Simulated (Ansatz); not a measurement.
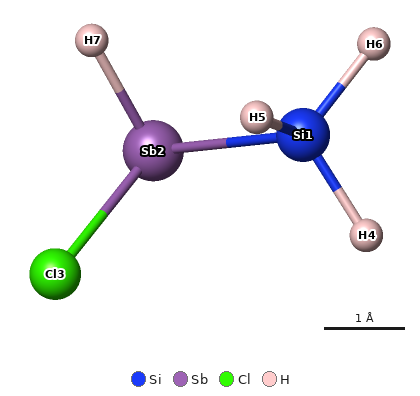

**Figure 1.** The input geometry (ball-and-stick view, seen at a tilt; atoms are numbered from 1 in the order of the input). Sticks mark near contacts. Bond lengths as drawn: Cl–Sb 2.37 Å, H–Sb 1.71 Å, H–Si 1.48 to 1.49 Å and Sb–Si 2.58 Å.

SiSbH4Cl: molecular dynamics

SiSbH4Cl, SMILES [SiH3][SbH][Cl], computed with RKS r2SCAN/def2-SVP (Ansatz 0.2.0).

The geometry comes from this level: PBE0-D4/def2-TZVP. Figures and captions count atoms from 1; the log counts them from 0 in places.

Input
```yaml
crystal:
  periodic: [false, false, false]
  atoms:
    - {symbol: Si, position_ang: [-0.883457, 0.421849, -0.104180]}
    - {symbol: Sb, position_ang: [0.790584, -1.473105, 0.431339]}
    - {symbol: Cl, position_ang: [2.230625, -0.853278, -1.343046]}
    - {symbol: H, position_ang: [-1.608270, 0.065811, -1.350308]}
    - {symbol: H, position_ang: [-0.169235, 1.710141, -0.278727]}
    - {symbol: H, position_ang: [-1.859442, 0.526168, 1.014920]}
    - {symbol: H, position_ang: [1.560393, -0.465586, 1.584401]}
basis:
  gaussian: {orbitals: def2-SVP}
hamiltonian: {xc: {name: r2SCAN}}
md: {timestep: 1 fs, n_steps: 50, ensemble: nvt_langevin, temperature: 300, initial_velocities: maxwell_boltzmann, friction: 0.01, seed: 429}
```

Command:
```bash
ansatz run in.yaml --threads 4 --pin off --events-out ev --progress --plain --max-ram 10444MiB
```

What the program printed
```
Functional definition: r2SCAN
  name "r2SCAN"
  cite "Furness, Kaplan, Ning, Perdew & Sun, J. Phys. Chem. Lett. 11, 8208 (2020) doi:10.1021/acs.jpclett.0c02405"
  cite "Furness, Kaplan, Ning, Perdew & Sun, J. Phys. Chem. Lett. 11, 9248 (2020) doi:10.1021/acs.jpclett.0c03077"
  parent r2scan
  parameter k0 = 0.174
  parameter k1 = 0.065
  parameter a1 = 4.9479
  exchange = r2scan_x(k0 = k0, k1 = k1, a1 = a1)
  correlation = r2scan_c
939 factors; their error is unknown
mean field evaluation 1: about -26997.5220 eV, gradient 1.4e1 eV
mean field evaluation 2: about -26997.0489 eV, gradient 1.9e1 eV
mean field evaluation 4: about -26998.2981 eV, gradient 1.0e0 eV
mean field evaluation 8: about -26998.2505 eV, gradient 2.5e-2 eV
mean field -26998.25053619 eV, -992.1674071335 hartree, gradient 7.0e-5 eV, S^2 0.000000; 0 other end points of the search recorded, 0 dependent functions left out
the calculation of the forces begins
reference -26998.25054553 eV, -992.1674074766 hartree; 29, 29 occupied and 53, 53 virtual orbitals, 939 factors
md step     0: t =     0.00 fs  T =   257.1 K  F+E_penalty+E_count = -26998.25053619 eV  E_kin = 0.232668 eV  (25 SCF iters)
these checks for a lower state are left out or cut short: starts, cluster_reference, orbital_swaps, neighbouring_geometries, increment
939 factors; their error is unknown
mean field evaluation 16: about -26998.2912 eV, gradient 1.6e-3 eV
mean field -26998.23923747 eV, -992.1669919133 hartree, gradient 2.2e-5 eV, S^2 0.000000; 0 other end points of the search recorded, 0 dependent functions left out
the calculation of the forces begins
reference -26998.23924680 eV, -992.1669922560 hartree; 29, 29 occupied and 53, 53 virtual orbitals, 939 factors
md step     1: t =     1.00 fs  T =   255.2 K  F+E_penalty+E_count = -26998.23923747 eV  E_kin = 0.230928 eV  (28 SCF iters)
[... from here on the SCF iterations and repeated set-up lines of each step are left out, up to the last step ...]
md step     2: t =     2.00 fs  T =   222.3 K  F+E_penalty+E_count = -26998.22388402 eV  E_kin = 0.201145 eV  (28 SCF iters)
md step     3: t =     3.00 fs  T =   222.6 K  F+E_penalty+E_count = -26998.20923110 eV  E_kin = 0.201441 eV  (29 SCF iters)
md step     4: t =     4.00 fs  T =   202.1 K  F+E_penalty+E_count = -26998.19804820 eV  E_kin = 0.182865 eV  (28 SCF iters)
md step     5: t =     5.00 fs  T =   219.2 K  F+E_penalty+E_count = -26998.19003620 eV  E_kin = 0.198377 eV  (28 SCF iters)
md step     6: t =     6.00 fs  T =   221.9 K  F+E_penalty+E_count = -26998.18222511 eV  E_kin = 0.200763 eV  (28 SCF iters)
md step     7: t =     7.00 fs  T =   218.8 K  F+E_penalty+E_count = -26998.16793083 eV  E_kin = 0.197942 eV  (28 SCF iters)
md step     8: t =     8.00 fs  T =   195.7 K  F+E_penalty+E_count = -26998.14746414 eV  E_kin = 0.177046 eV  (29 SCF iters)
md step     9: t =     9.00 fs  T =   157.1 K  F+E_penalty+E_count = -26998.12568288 eV  E_kin = 0.142114 eV  (30 SCF iters)
md step    10: t =    10.00 fs  T =   130.1 K  F+E_penalty+E_count = -26998.11173616 eV  E_kin = 0.117738 eV  (30 SCF iters)
md step    11: t =    11.00 fs  T =   136.8 K  F+E_penalty+E_count = -26998.11568021 eV  E_kin = 0.123784 eV  (30 SCF iters)
md step    12: t =    12.00 fs  T =   162.7 K  F+E_penalty+E_count = -26998.13416058 eV  E_kin = 0.147217 eV  (30 SCF iters)
md step    13: t =    13.00 fs  T =   192.5 K  F+E_penalty+E_count = -26998.15955700 eV  E_kin = 0.174184 eV  (28 SCF iters)
md step    14: t =    14.00 fs  T =   175.6 K  F+E_penalty+E_count = -26998.18188722 eV  E_kin = 0.158883 eV  (29 SCF iters)
md step    15: t =    15.00 fs  T =   189.4 K  F+E_penalty+E_count = -26998.19352246 eV  E_kin = 0.171346 eV  (28 SCF iters)
md step    16: t =    16.00 fs  T =   184.1 K  F+E_penalty+E_count = -26998.19139665 eV  E_kin = 0.166576 eV  (28 SCF iters)
md step    17: t =    17.00 fs  T =   167.2 K  F+E_penalty+E_count = -26998.18170418 eV  E_kin = 0.151309 eV  (26 SCF iters)
md step    18: t =    18.00 fs  T =   167.4 K  F+E_penalty+E_count = -26998.17957324 eV  E_kin = 0.151453 eV  (28 SCF iters)
md step    19: t =    19.00 fs  T =   176.3 K  F+E_penalty+E_count = -26998.19056591 eV  E_kin = 0.159523 eV  (27 SCF iters)
md step    20: t =    20.00 fs  T =   214.1 K  F+E_penalty+E_count = -26998.20576198 eV  E_kin = 0.193734 eV  (27 SCF iters)
md step    21: t =    21.00 fs  T =   201.4 K  F+E_penalty+E_count = -26998.20855398 eV  E_kin = 0.182225 eV  (28 SCF iters)
md step    22: t =    22.00 fs  T =   205.5 K  F+E_penalty+E_count = -26998.19350896 eV  E_kin = 0.185951 eV  (28 SCF iters)
md step    23: t =    23.00 fs  T =   175.3 K  F+E_penalty+E_count = -26998.16698635 eV  E_kin = 0.158585 eV  (28 SCF iters)
md step    24: t =    24.00 fs  T =   161.6 K  F+E_penalty+E_count = -26998.14379400 eV  E_kin = 0.146213 eV  (29 SCF iters)
md step    25: t =    25.00 fs  T =   151.0 K  F+E_penalty+E_count = -26998.13392341 eV  E_kin = 0.136642 eV  (29 SCF iters)
md step    26: t =    26.00 fs  T =   135.4 K  F+E_penalty+E_count = -26998.13864477 eV  E_kin = 0.122529 eV  (29 SCF iters)
md step    27: t =    27.00 fs  T =   138.0 K  F+E_penalty+E_count = -26998.14995562 eV  E_kin = 0.124897 eV  (30 SCF iters)
md step    28: t =    28.00 fs  T =   144.5 K  F+E_penalty+E_count = -26998.16174955 eV  E_kin = 0.130716 eV  (28 SCF iters)
md step    29: t =    29.00 fs  T =   141.5 K  F+E_penalty+E_count = -26998.16760818 eV  E_kin = 0.128003 eV  (28 SCF iters)
md step    30: t =    30.00 fs  T =   149.2 K  F+E_penalty+E_count = -26998.16746580 eV  E_kin = 0.134986 eV  (28 SCF iters)
md step    31: t =    31.00 fs  T =   131.4 K  F+E_penalty+E_count = -26998.16682203 eV  E_kin = 0.118913 eV  (28 SCF iters)
md step    32: t =    32.00 fs  T =   158.4 K  F+E_penalty+E_count = -26998.17434736 eV  E_kin = 0.143300 eV  (30 SCF iters)
md step    33: t =    33.00 fs  T =   176.2 K  F+E_penalty+E_count = -26998.19007998 eV  E_kin = 0.159472 eV  (29 SCF iters)
md step    34: t =    34.00 fs  T =   195.6 K  F+E_penalty+E_count = -26998.20511865 eV  E_kin = 0.176985 eV  (30 SCF iters)
md step    35: t =    35.00 fs  T =   212.7 K  F+E_penalty+E_count = -26998.20844777 eV  E_kin = 0.192461 eV  (31 SCF iters)
md step    36: t =    36.00 fs  T =   208.4 K  F+E_penalty+E_count = -26998.19785063 eV  E_kin = 0.188531 eV  (26 SCF iters)
md step    37: t =    37.00 fs  T =   181.6 K  F+E_penalty+E_count = -26998.18127008 eV  E_kin = 0.164283 eV  (30 SCF iters)
md step    38: t =    38.00 fs  T =   175.7 K  F+E_penalty+E_count = -26998.16857827 eV  E_kin = 0.158936 eV  (32 SCF iters)
md step    39: t =    39.00 fs  T =   157.2 K  F+E_penalty+E_count = -26998.16401583 eV  E_kin = 0.142269 eV  (31 SCF iters)
md step    40: t =    40.00 fs  T =   158.7 K  F+E_penalty+E_count = -26998.16524685 eV  E_kin = 0.143562 eV  (30 SCF iters)
md step    41: t =    41.00 fs  T =   155.6 K  F+E_penalty+E_count = -26998.16472594 eV  E_kin = 0.140829 eV  (30 SCF iters)
md step    42: t =    42.00 fs  T =   130.2 K  F+E_penalty+E_count = -26998.16264954 eV  E_kin = 0.117765 eV  (30 SCF iters)
md step    43: t =    43.00 fs  T =   135.7 K  F+E_penalty+E_count = -26998.16333370 eV  E_kin = 0.122757 eV  (30 SCF iters)
md step    44: t =    44.00 fs  T =   141.4 K  F+E_penalty+E_count = -26998.16431069 eV  E_kin = 0.127973 eV  (30 SCF iters)
md step    45: t =    45.00 fs  T =   152.2 K  F+E_penalty+E_count = -26998.16153459 eV  E_kin = 0.137674 eV  (31 SCF iters)
md step    46: t =    46.00 fs  T =   142.7 K  F+E_penalty+E_count = -26998.15563580 eV  E_kin = 0.129111 eV  (30 SCF iters)
md step    47: t =    47.00 fs  T =   136.0 K  F+E_penalty+E_count = -26998.15414878 eV  E_kin = 0.123024 eV  (30 SCF iters)
md step    48: t =    48.00 fs  T =   130.8 K  F+E_penalty+E_count = -26998.16047502 eV  E_kin = 0.118364 eV  (30 SCF iters)
md step    49: t =    49.00 fs  T =   155.5 K  F+E_penalty+E_count = -26998.16987790 eV  E_kin = 0.140711 eV  (30 SCF iters)
these checks for a lower state are left out or cut short: starts, cluster_reference, orbital_swaps, neighbouring_geometries, increment
939 factors; their error is unknown
mean field -26998.17663340 eV, -992.1646912560 hartree, gradient 8.3e-6 eV, S^2 0.000000; 0 other end points of the search recorded, 0 dependent functions left out
the calculation of the forces begins
reference -26998.17664270 eV, -992.1646915979 hartree; 29, 29 occupied and 53, 53 virtual orbitals, 939 factors
939 factors; their error is unknown
mean field -26998.17663340 eV, -992.1646912560 hartree, gradient 8.2e-6 eV, S^2 0.000000; 1 other end points of the search recorded, 0 dependent functions left out
the calculation of the forces begins
reference -26998.17664270 eV, -992.1646915979 hartree; 29, 29 occupied and 53, 53 virtual orbitals, 939 factors
md step    50: t =    50.00 fs  T =   172.5 K  F+E_penalty+E_count = -26998.17663340 eV  E_kin = 0.156045 eV  (26 SCF iters)
```

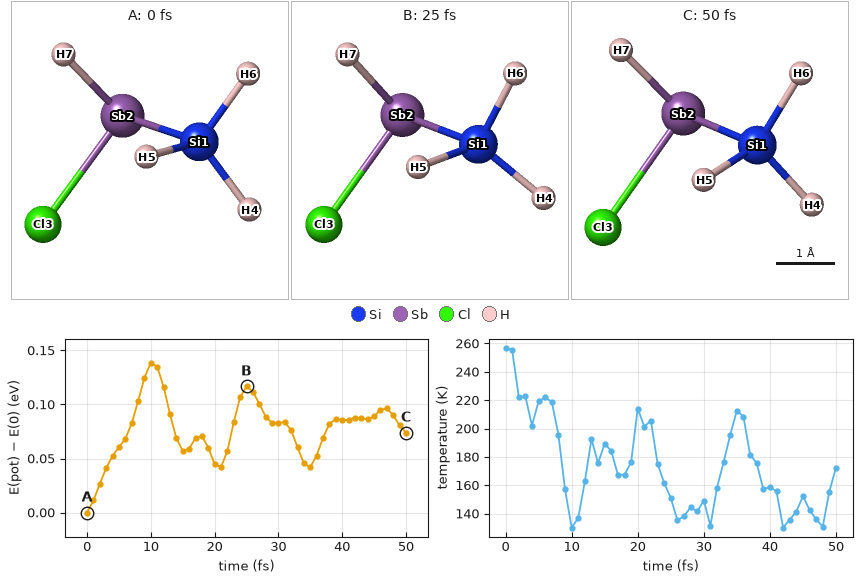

**Figure 2.** Frames of the molecular dynamics (ball-and-stick, seen at a tilt) above the curves, on which the letters mark them. The trajectory kept here has 51 frames over 50 fs. The temperature starts at 257 K, ranges from 130 to 257 K and averages 156 K over the second half. The potential energy ends 0.074 eV above its first value. After an unweighted best fit of the last frame on the first, the root-mean-square displacement is 0.17 Å.

```
Total energy: -26998.17664270 eV, -992.1646915979 hartree
Atom 0 at    -0.809961     0.493522    -0.181984 Å, force     0.147394     0.062475     0.853125 eV/Å
Atom 1 at     0.725230    -1.535521     0.460137 Å, force     0.367605     0.388156    -0.428921 eV/Å
Atom 2 at     2.294478    -0.774585    -1.282068 Å, force    -0.364009    -0.245504     0.422779 eV/Å
Atom 3 at    -1.531798     0.015815    -1.360201 Å, force    -0.396949    -0.161159    -0.432015 eV/Å
Atom 4 at     0.029379     1.664727    -0.605047 Å, force    -0.153472    -0.081245     0.279348 eV/Å
Atom 5 at    -1.800806     0.778471     0.963744 Å, force     0.477134     0.004747    -0.597256 eV/Å
Atom 6 at     1.515630    -0.681136     1.740431 Å, force    -0.077705     0.032531    -0.097060 eV/Å
Dipole moment:    -0.412122    -0.095399     0.384113 e Å
```

Trajectory as extended XYZ (Å, eV, eV/Å), 14 of the 51 frames kept, from step=0 to step=50
```
7
Properties=species:S:1:pos:R:3:forces:R:3 step=0 time_fs=0.0 energy=-26998.25054 temperature=257.1
Si   -0.8835    0.4218   -0.1042    0.0504  -0.0216   0.0136
Sb    0.7906   -1.4731    0.4313   -0.2684  -0.3335   0.3218
Cl    2.2306   -0.8533   -1.3430    0.2884   0.1414  -0.4072
H    -1.6083    0.0658   -1.3503   -0.0654  -0.0271  -0.1170
H    -0.1692    1.7101   -0.2787    0.0596   0.1286  -0.0207
H    -1.8594    0.5262    1.0149   -0.1014   0.0205   0.0978
H     1.5604   -0.4656    1.5844    0.0366   0.0919   0.1117
7
Properties=species:S:1:pos:R:3:forces:R:3 step=4 time_fs=4.0 energy=-26998.19805 temperature=202.1
Si   -0.8733    0.4388   -0.1120    0.3015  -0.3114   0.0962
Sb    0.7888   -1.4795    0.4321   -0.3872  -0.3061   0.3805
Cl    2.2246   -0.8496   -1.3246    0.4201   0.1494  -0.5997
H    -1.5786    0.1627   -1.3676   -0.3724  -0.3112  -0.3253
H    -0.1199    1.6633   -0.3856    0.2747   0.5314   0.1782
H    -1.8096    0.5427    1.0319   -0.2038   0.1573   0.1236
H     1.5917   -0.4755    1.5661   -0.0330   0.0905   0.1466
7
Properties=species:S:1:pos:R:3:forces:R:3 step=8 time_fs=8.0 energy=-26998.14746 temperature=195.7
Si   -0.8663    0.4542   -0.1194    0.3725   0.2386  -0.4096
Sb    0.7861   -1.4850    0.4358   -0.3206  -0.0833   0.6197
Cl    2.2214   -0.8410   -1.3072    0.4991   0.1551  -0.6704
H    -1.6092    0.2153   -1.4071   -0.0839  -0.2627   0.3367
H    -0.0251    1.6655   -0.4855   -0.2975  -0.1974   0.5252
H    -1.7835    0.5625    1.0729    0.0729   0.2570  -0.2838
H     1.6046   -0.4802    1.6027   -0.2425  -0.1073  -0.1177
7
Properties=species:S:1:pos:R:3:forces:R:3 step=12 time_fs=12.0 energy=-26998.13416 temperature=162.7
Si   -0.8588    0.4674   -0.1303    0.3047   0.2819  -0.4274
Sb    0.7838   -1.4892    0.4391   -0.4356  -0.0770   0.6201
Cl    2.2204   -0.8307   -1.2919    0.5666   0.1682  -0.7052
H    -1.6641    0.2334   -1.3975    0.1084  -0.2038   0.5010
H     0.0240    1.6587   -0.5129   -0.4393  -0.3320   0.5208
H    -1.7501    0.6094    1.0861    0.1366   0.2518  -0.3622
H     1.5880   -0.4959    1.6271   -0.2415  -0.0891  -0.1471
7
Properties=species:S:1:pos:R:3:forces:R:3 step=15 time_fs=15.0 energy=-26998.19352 temperature=189.4
Si   -0.8537    0.4761   -0.1374    0.0989  -0.3288  -0.0034
Sb    0.7813   -1.4914    0.4414   -0.6099  -0.1579   0.5071
Cl    2.2229   -0.8228   -1.2802    0.5983   0.1832  -0.7135
H    -1.7059    0.2230   -1.3398    0.0120  -0.2004   0.0910
H     0.0090    1.6284   -0.4760    0.0683   0.2942   0.1558
H    -1.7195    0.6723    1.0631   -0.0491   0.1926  -0.0170
H     1.5499   -0.4967    1.6288   -0.1185   0.0170  -0.0200
7
Properties=species:S:1:pos:R:3:forces:R:3 step=19 time_fs=19.0 energy=-26998.19057 temperature=176.3
Si   -0.8459    0.4842   -0.1438   -0.3245  -0.8335   0.5209
Sb    0.7770   -1.4942    0.4460   -0.6470  -0.1255   0.3727
Cl    2.2321   -0.8155   -1.2718    0.5228   0.1584  -0.6151
H    -1.7625    0.1878   -1.2686    0.0150  -0.1166  -0.2516
H     0.0024    1.6166   -0.4132    0.5352   0.8227  -0.2749
H    -1.7020    0.7716    1.0380   -0.0841   0.0363   0.1728
H     1.5040   -0.4757    1.6251   -0.0174   0.0583   0.0751
7
Properties=species:S:1:pos:R:3:forces:R:3 step=23 time_fs=23.0 energy=-26998.16699 temperature=175.3
Si   -0.8409    0.4881   -0.1509    0.3545   0.7890   0.7415
Sb    0.7721   -1.4968    0.4524   -0.5344   0.0459   0.2068
Cl    2.2446   -0.8093   -1.2712    0.3547   0.0844  -0.3969
H    -1.7984    0.1302   -1.2253    0.1084   0.0359  -0.3210
H     0.0562    1.7230   -0.3988   -0.5357  -0.7478  -0.1682
H    -1.7025    0.8829    1.0345    0.1927  -0.2430  -0.1612
H     1.4528   -0.4499    1.6307    0.0597   0.0355   0.0990
7
Properties=species:S:1:pos:R:3:forces:R:3 step=27 time_fs=27.0 energy=-26998.14996 temperature=138.0
Si   -0.8323    0.4925   -0.1551    0.1020   0.5391   0.1090
Sb    0.7655   -1.5029    0.4580   -0.2707   0.3900   0.2087
Cl    2.2594   -0.8061   -1.2724    0.1667   0.0015  -0.1752
H    -1.8104    0.0721   -1.2272    0.4160   0.2297  -0.0213
H     0.0370    1.7393   -0.4125   -0.4197  -0.7601  -0.2538
H    -1.6913    0.9372    0.9859   -0.0201  -0.2416   0.1792
H     1.4152   -0.4147    1.6430    0.0258  -0.1588  -0.0466
7
Properties=species:S:1:pos:R:3:forces:R:3 step=31 time_fs=31.0 energy=-26998.16682 temperature=131.4
Si   -0.8280    0.4977   -0.1576   -0.9346  -1.0496   0.1848
Sb    0.7583   -1.5091    0.4619   -0.1533   0.5289   0.1087
Cl    2.2687   -0.8049   -1.2750    0.0305  -0.0472  -0.0043
H    -1.7805    0.0505   -1.2459    0.3680   0.2137   0.0767
H    -0.0343    1.6541   -0.4692    0.6810   0.7488  -0.5123
H    -1.6972    0.9401    0.9710   -0.0490  -0.1969   0.2258
H     1.3863   -0.4145    1.6584    0.0574  -0.1977  -0.0795
7
Properties=species:S:1:pos:R:3:forces:R:3 step=35 time_fs=35.0 energy=-26998.20845 temperature=212.7
Si   -0.8285    0.4974   -0.1596   -0.0685   0.1242   0.6711
Sb    0.7493   -1.5160    0.4631   -0.0076   0.6257  -0.0407
Cl    2.2744   -0.8000   -1.2813   -0.1018  -0.1165   0.1647
H    -1.6879    0.0633   -1.2657   -0.3186  -0.1206  -0.3898
H    -0.0309    1.6787   -0.5896    0.1358  -0.0430   0.0097
H    -1.7135    0.9362    1.0047    0.2855  -0.2723  -0.3233
H     1.3746   -0.4380    1.6758    0.0752  -0.1975  -0.0917
7
Properties=species:S:1:pos:R:3:forces:R:3 step=38 time_fs=38.0 energy=-26998.16858 temperature=175.7
Si   -0.8294    0.4963   -0.1577    0.5967   0.7205  -0.1604
Sb    0.7430   -1.5221    0.4644    0.1453   0.7051  -0.1516
Cl    2.2812   -0.7944   -1.2856   -0.2149  -0.1797   0.3002
H    -1.6372    0.0688   -1.3187   -0.3253  -0.1268  -0.1226
H    -0.0080    1.7099   -0.6757   -0.3836  -0.7701   0.5276
H    -1.7030    0.9114    1.0059    0.1368  -0.1372  -0.2571
H     1.3819   -0.4658    1.6940    0.0450  -0.2119  -0.1361
7
Properties=species:S:1:pos:R:3:forces:R:3 step=42 time_fs=42.0 energy=-26998.16265 temperature=130.2
Si   -0.8277    0.5001   -0.1579    0.6478  -0.3720  -1.3607
Sb    0.7358   -1.5293    0.4645    0.1214   0.4982  -0.5241
Cl    2.2882   -0.7866   -1.2901   -0.3137  -0.2205   0.4251
H    -1.6013    0.0456   -1.3810   -0.0385   0.0386   0.4582
H    -0.0194    1.6605   -0.6932   -0.0818  -0.2038   0.4575
H    -1.6940    0.8436    0.9613   -0.4780   0.2294   0.4782
H     1.4029   -0.5498    1.7077    0.1429   0.0300   0.0659
7
Properties=species:S:1:pos:R:3:forces:R:3 step=46 time_fs=46.0 energy=-26998.15564 temperature=142.7
Si   -0.8186    0.4990   -0.1714   -0.5770  -1.2814   0.0983
Sb    0.7308   -1.5330    0.4635    0.1159   0.3179  -0.6937
Cl    2.2907   -0.7787   -1.2889   -0.3483  -0.2330   0.4458
H    -1.5623    0.0231   -1.3890   -0.1222   0.0009   0.2616
H    -0.0349    1.6046   -0.6473    0.6431   0.9490  -0.0147
H    -1.7555    0.8035    0.9720    0.1315   0.0716  -0.2706
H     1.4526   -0.6290    1.7157    0.1570   0.1749   0.1732
7
Properties=species:S:1:pos:R:3:forces:R:3 step=50 time_fs=50.0 energy=-26998.17663 temperature=172.5
Si   -0.8100    0.4935   -0.1820    0.1474   0.0625   0.8531
Sb    0.7252   -1.5355    0.4601    0.3676   0.3882  -0.4289
Cl    2.2945   -0.7746   -1.2821   -0.3640  -0.2455   0.4228
H    -1.5318    0.0158   -1.3602   -0.3969  -0.1612  -0.4320
H     0.0294    1.6647   -0.6050   -0.1535  -0.0812   0.2793
H    -1.8008    0.7785    0.9637    0.4771   0.0047  -0.5973
H     1.5156   -0.6811    1.7404   -0.0777   0.0325  -0.0971
```

Summary

| quantity | value |
| --- | --- |
| outcome | finished |
| mean temperature over the second half | 156 K |
| trajectory | 50 steps, 50 fs |
| ensemble | nvt_langevin |
| temperature in the input | 300 K |
| time step | 1 fs |
| potential energy (last step) | −26998.1766 eV |
| SCF solution under orbital rotations (last step) | stable |
| largest force (length of the vector) (last step) | 0.868 eV/Å |
| dipole moment (last step) | 2.74 D |
| hardware | 4 threads of AMD EPYC, 54 GiB of memory available, shared host |
| wall time | 31 s (CPU time 1.9 min) |
| peak memory | 0.38 GiB |

So short a trajectory is not equilibrated. The logged temperature at the start can lie below the typed one, since it is counted over all degrees of freedom. The temperature stays far from the 300 K of the thermostat over the second half: the run isn't equilibrated.
